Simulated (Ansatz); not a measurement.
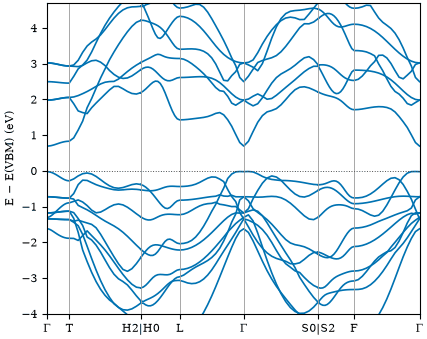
Figure. Band structure from PBE in the plane-wave PAW code Ansatz

The gap is 0.69 eV; an edge lies off the plotted path or next to a special point (maximum off the standard path, minimum at Γ).

The material is Bi$_{2}$Se$_{3}$ in space group R-3m (No. 166; Bi on 6c, Se on 3a, Se on 6c).

The PBE relaxation kept the symmetry of its start. The volume moved by 16 % from the start of the relaxation. A crystal of weakly bound layers computed without a dispersion correction: the cell and the soft elastic constants depend strongly on that. Spin–orbit coupling is left out wherever it is not named.

Potentials: the later of the program's two PAW sets.
